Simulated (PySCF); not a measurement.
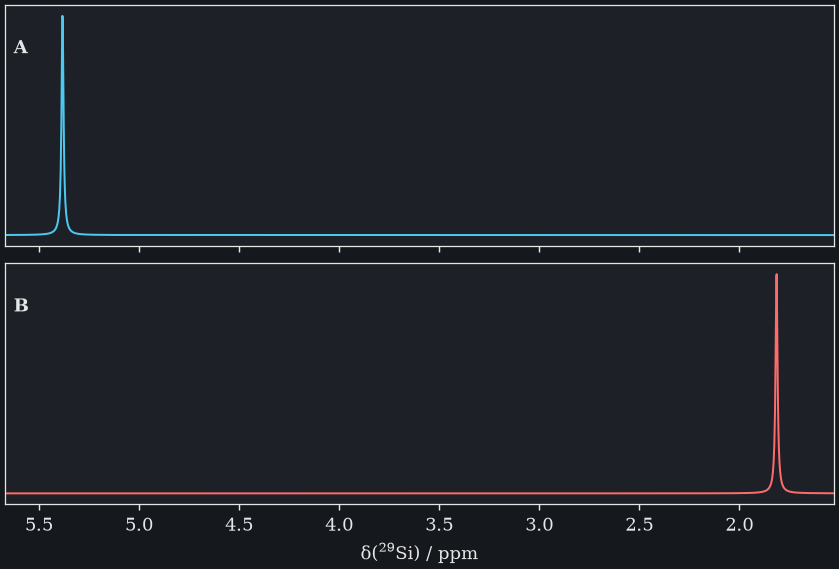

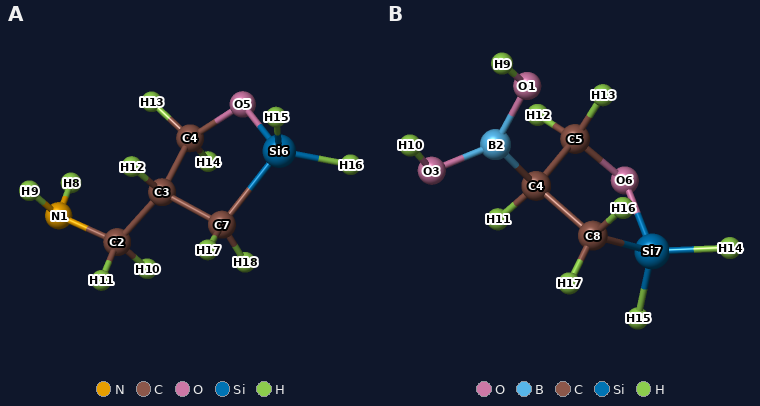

Related molecules: A is C₄H₁₁NOSi, SMILES NC[C@@H]1CO[SiH2]C1; B is C₃H₉BO₃Si, SMILES OB(O)[C@H]1CO[SiH2]C1. GIAO ²⁹Si shifts against TMS, CAM-B3LYP/pcSseg-1 with PySCF, at a PBE0-D3(BJ)/def2-SVP geometry (no frequency check); fully decoupled, line heights follow the number of nuclei within a panel, widths are arbitrary (no quadrupolar broadening); values of one conformer, averaged over nuclei that symmetry, rotation about single bonds or inversion at nitrogen exchange, these motions taken as fast; other conformers aren't averaged in.

Q: How does the ²⁹Si shift respond?

A: From A (5.4 ppm) to B (1.8 ppm) the nucleus is shielded by 3.6 ppm.
